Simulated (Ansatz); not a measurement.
## MgF2, pressure series

Consider MgF$_{2}$ (space group Pa-3, No. 205; a = 4.9537 Å; a cell from a computed database, its experimental status unchecked).

Cell and atoms are relaxed at each pressure.

Method: PBEsol in Ansatz (plane waves to 420 eV, PAW, no spin-orbit coupling).

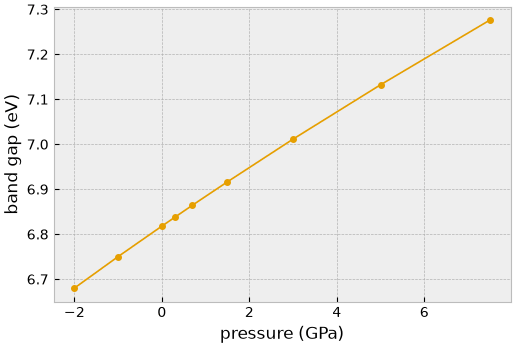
*Band gap against pressure*

| pressure (GPa) | band gap |
|---|---|
| -2 | 6.68 eV |
| -1 | 6.75 eV |
| 0.3 | 6.84 eV |
| 0.7 | 6.86 eV |
| 1.5 | 6.92 eV |
| 3 | 7.01 eV |
| 5 | 7.13 eV |
| 7.5 | 7.28 eV |

Load acts through the strain it causes; cell and atoms are relaxed under it. Whether these cells are dynamically stable was not tested. No other phases were tried under pressure.

Ansatz is a quantum-chemistry and plane-wave program.
